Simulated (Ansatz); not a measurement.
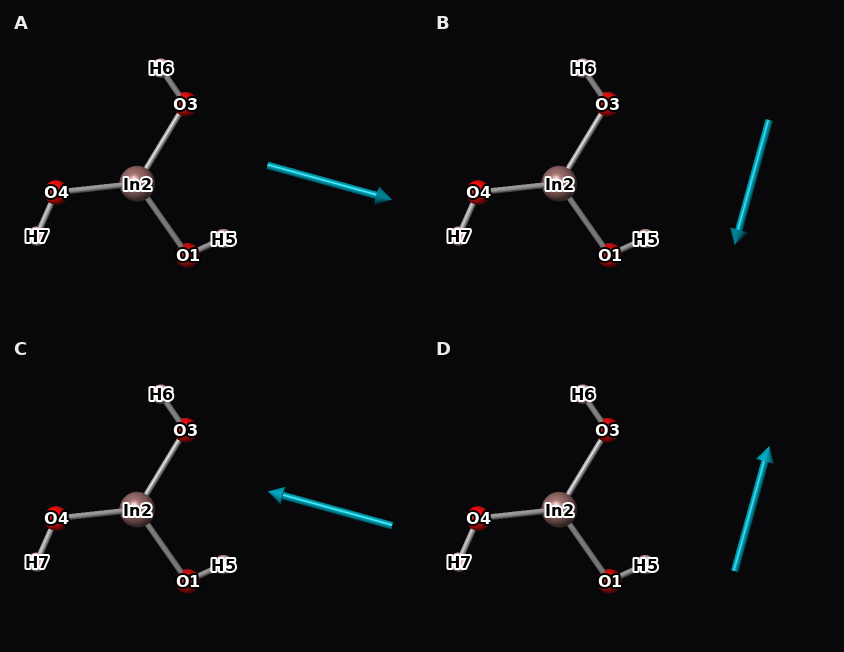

The same molecule four times, each with an arrow. Geometry: atoms displaced at random (about 0.06 Å) from a stationary point of PBE0-D4. Method: RKS ωB97M-V/def2-TZVPP, core potentials on In (Ansatz 0.2.0).

### Which arrow points along the dipole moment, from the negative to the positive end?

C. The dipole moment is 1.21 D; it points from the side of H5 to the side of H7 (the outermost atoms at the two ends).
